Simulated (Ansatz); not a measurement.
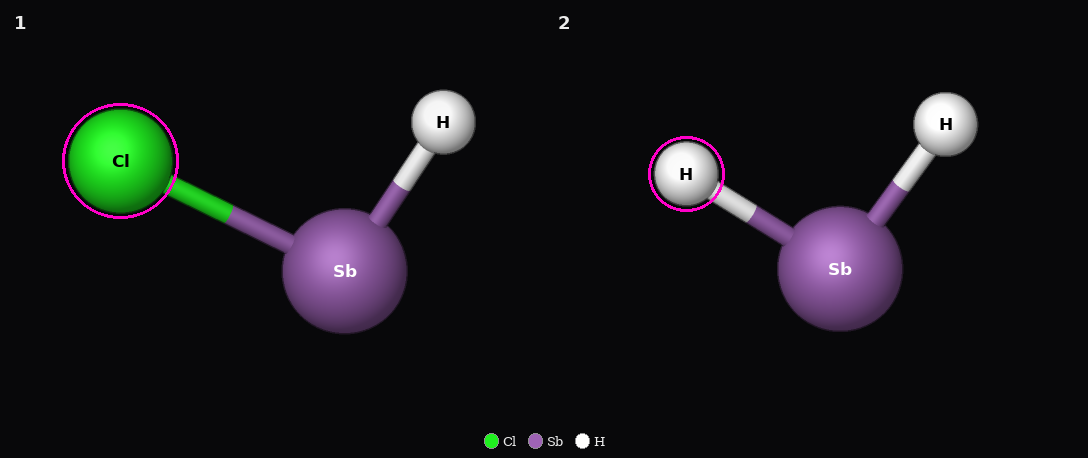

2 molecules with one skeleton, seen from the same side and at one scale; the atom that differs is circled. State: neutral, doublet. Computed geometries: PBE0-D4/def2-TZVP optimisations, one conformation each. Properties computed with Ansatz 0.2.0. Elements past Kr carry core potentials.

One atom differs, called X below: Cl in panel 1, H in panel 2. Their formulas are ClHSb (`[Cl][SbH]`), SbH2 (`[SbH2]`).

Question: In which is the angle X–Sb–H larger (PBE0-D4/def2-TZVP)?

Answer: In panel 1 (X = Cl).

Question: In which is the dipole moment larger (PBE0-D4/def2-TZVP)?

Answer: In panel 1 (X = Cl).

Give the values. With PBE0-D4/def2-TZVP: length of X–Sb (Å), angle X–Sb–H (°), dipole moment (D), harmonic zero-point energy (kJ/mol).

```csv
quantity,1 (Cl),2 (H),2 − 1
length of X–Sb (Å),2.347,1.711,−0.636
angle X–Sb–H (°),93.4,90.3,−3.1
dipole moment (D),2.23,0.28,−1.95
harmonic zero-point energy (kJ/mol),17.6,28.5,+10.9
```
